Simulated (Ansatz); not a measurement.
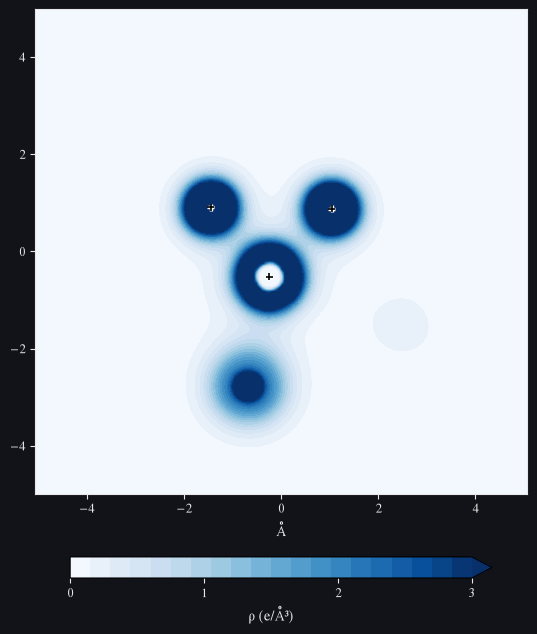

The electron density on a plane through atoms (crosses mark nuclei in the plane).

The calculation used RKS PBE-D4/def2-SVP (Ansatz 0.2.0).

Candidates:
A. ClF₄HW···HCl
B. Cl₃H₂HfN···HCl
C. GeH₄O₂···NH₃

> Which system is this?

Candidate A: ClF₄HW···HCl on the plane of atoms F2, W1 and F4, which holds W and F. W–F (1.87 Å): ρ is about 1.1 e/Å³ halfway.
